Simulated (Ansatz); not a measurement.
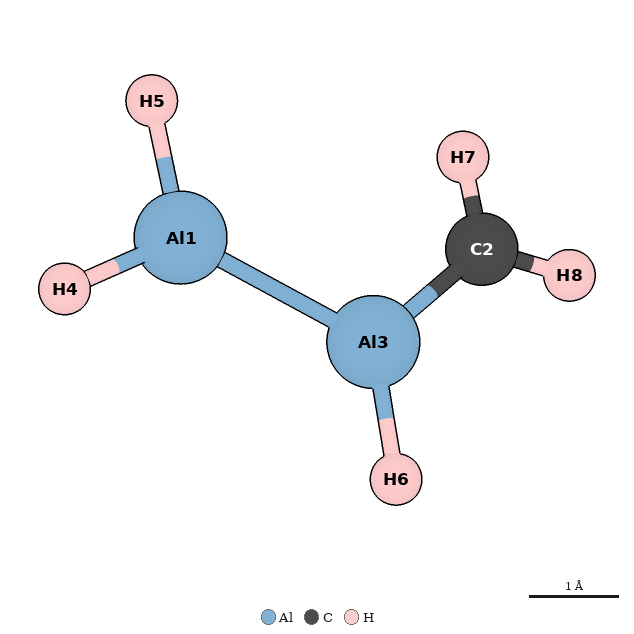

Numbered structure. Charge −1, singlet. The geometry was computed by an optimisation with PBE0-D4/def2-TZVPD. No frequency run is at hand to confirm it as a minimum.

Give the bond lengths.

```tsv
bond	length (Å)
Al1–Al3	2.553
Al1–H4	1.634
Al1–H5	1.627
C2–Al3	1.850
C2–H7	1.092
C2–H8	1.093
Al3–H6	1.625
```
